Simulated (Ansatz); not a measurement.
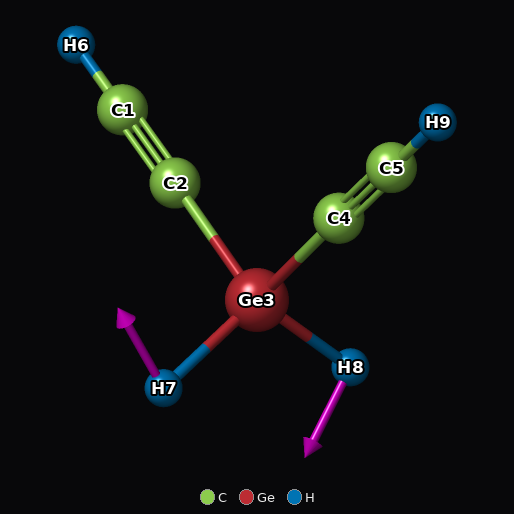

The arrows show one normal mode. Harmonic vibrations computed with RKS PBE0-D4/def2-TZVP (Ansatz 0.2.0) at a stationary point of the same level.

Describe the motion.

Answer. Mostly C–Ge–H bending.

Estimate its harmonic wavenumber.

Answer. 547 cm⁻¹; it is mode 8 of 21 counted from the lowest.
